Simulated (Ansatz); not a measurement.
**GaHCl2O (SMILES [OH][Ga]([Cl])[Cl]) at RPA@PBE/def2-SVP**

What is the energy change on altering one bond length of GaHCl2O at RPA@PBE/def2-SVP? 

Program for the calculation: Ansatz 0.2.0.

79 further runs of the same task are left out: 79 set aside as unsound or not needed. Runs told in other sessions of the task aren't counted.

### 1 Starting point

GaHCl2O: 5 atoms, total charge 0, spin state singlet. As SMILES, `[OH][Ga]([Cl])[Cl]`. The shape is that of a PBE0-D4/def2-TZVP optimisation.

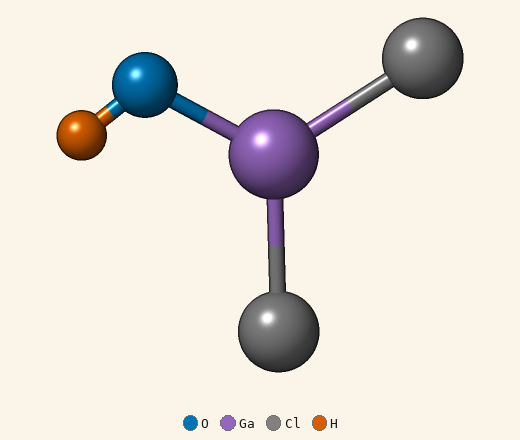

Viewed from a chosen angle; oxygen blue, gallium purple, chlorine grey, hydrogen orange.

### 2 A single-point energy at RPA@PBE/def2-SVP

The input, input.yaml:

```yaml
crystal:
  periodic: [false, false, false]
  atoms:
    - {symbol: O, position_ang: [0.254500, 1.354600, 0.245900]}
    - {symbol: Ga, position_ang: [0.118500, -0.394500, 0.056800]}
    - {symbol: Cl, position_ang: [1.500000, -1.634900, 1.057700]}
    - {symbol: Cl, position_ang: [-1.407900, -1.236300, -1.155800]}
    - {symbol: H, position_ang: [-0.415200, 1.837400, -0.246000]}
basis:
  gaussian:
    orbitals: def2-SVP
hamiltonian:
  xc: pbe
correlation:
  method: rpa
  frozen_orbitals: {Cl: 5, Ga: 9, H: 0, O: 1}
accuracy: high
```

Launch:

```console
$ ansatz run input.yaml --threads 1 --pin off --max-ram 3480MiB --events-out events.jsonl --progress --plain --runs-dir runs
```

The log of the run:

```text
Warning: RAYON_NUM_THREADS=1 ignored (pool sized by the plan → 1); use --threads N
Functional definition: PBE
  name "PBE"
  parameter kappa = 0.804
  parameter beta = 0.06672455060314922
  exchange = pbe_x(kappa = kappa, mu = beta*pi^2/3)
  correlation = pbe_c(beta = beta)
1675 factors; integrals over basis functions are off by at most 6.0e-9 eV
mean field evaluation 1: about -79446.4955 eV, gradient 6.6e1 eV
mean field evaluation 2: about -79446.4944 eV, gradient 6.6e1 eV
mean field evaluation 4: about -79451.4116 eV, gradient 3.1e1 eV
mean field evaluation 8: about -79453.8600 eV, gradient 3.3e-1 eV
mean field evaluation 16: about -79453.8586 eV, gradient 8.4e-5 eV
mean field -79453.85863239 eV, -2919.8754489808 hartree, gradient 7.3e-8 eV, S^2 0.000000; 0 other end points of the search recorded, 0 dependent functions left out
20 core orbitals not correlated: weight in the atoms' cores, before any rotation towards them, 1.000 or more for the frozen orbitals, at most 0.000 for the correlated occupied ones
reference -79380.91858949 eV, -2917.1949518447 hartree; 17, 17 occupied and 50, 50 virtual orbitals, 1675 factors
Total energy: -79407.74550696 eV, -2918.1808228776 hartree
```

Run time: 8.4 s. Hardware: 1 thread of Arm Neoverse V2, shared host; peak memory 0.27 GiB.

### 3 The distorted shape, same level

The input, job.yaml:

```yaml
crystal:
  periodic: [false, false, false]
  atoms:
    - {symbol: O, position_ang: [0.589329, 1.113215, 0.491835]}
    - {symbol: Ga, position_ang: [0.453329, -0.635885, 0.302735]}
    - {symbol: Cl, position_ang: [1.834829, -1.876285, 1.303635]}
    - {symbol: Cl, position_ang: [-1.073071, -1.477685, -0.909865]}
    - {symbol: H, position_ang: [-0.415200, 1.837400, -0.246000]}
basis:
  gaussian: {orbitals: def2-SVP}
correlation: {method: rpa, frozen_orbitals: {Cl: 5, Ga: 9, H: 0, O: 1}}
accuracy: high
hamiltonian: {xc: pbe}
```

Launch:

```console
$ ansatz run job.yaml --threads 1 --pin off --max-ram 3480MiB --events-out events.jsonl --progress --plain --runs-dir runs
```

The log of the run (excerpt; [...] marks lines left out):

```text
Warning: RAYON_NUM_THREADS=1 ignored (pool sized by the plan → 1); use --threads N
[... 6 set-up lines as earlier in the session ...]
1680 factors; integrals over basis functions are off by at most 1.1e-8 eV
mean field evaluation 1: about -79443.4298 eV, gradient 6.7e1 eV
mean field evaluation 2: about -79443.4312 eV, gradient 6.7e1 eV
mean field evaluation 4: about -79445.1364 eV, gradient 4.9e1 eV
mean field evaluation 8: about -79451.7482 eV, gradient 7.3e-1 eV
mean field evaluation 16: about -79451.7478 eV, gradient 1.5e-3 eV
mean field -79451.74784698 eV, -2919.7978790477 hartree, gradient 9.7e-8 eV, S^2 0.000000; 0 other end points of the search recorded, 0 dependent functions left out
20 core orbitals not correlated: weight in the atoms' cores, before any rotation towards them, 1.000 or more for the frozen orbitals, at most 0.000 for the correlated occupied ones
reference -79377.84682309 eV, -2917.0820665117 hartree; 17, 17 occupied and 50, 50 virtual orbitals, 1680 factors
Total energy: -79405.57030703 eV, -2918.1008857546 hartree
```

Wall time 9.9 s (1 thread of Arm Neoverse V2, shared host); peak memory 0.26 GiB.

### 4 Results

At RPA@PBE/def2-SVP, 20 core orbitals frozen:

| quantity | value |
| --- | --- |
| first shape: total energy | -2918.18082 Eh |
| first shape: RPA correlation energy (valence) | -985.9 mEh |
| distorted shape: total energy | -2918.10089 Eh |
| distorted shape: RPA correlation energy (valence) | -1018.8 mEh |
| energy change with the O1–H5 bond stretched from 0.961 to 1.442 Å | 2.175 eV |

What this shows: With the O1–H5 bond stretched from 0.961 to 1.442 Å the energy rises by 2.18 eV (210 kJ/mol). The first shape isn't relaxed at this level, so the change isn't measured from a minimum.
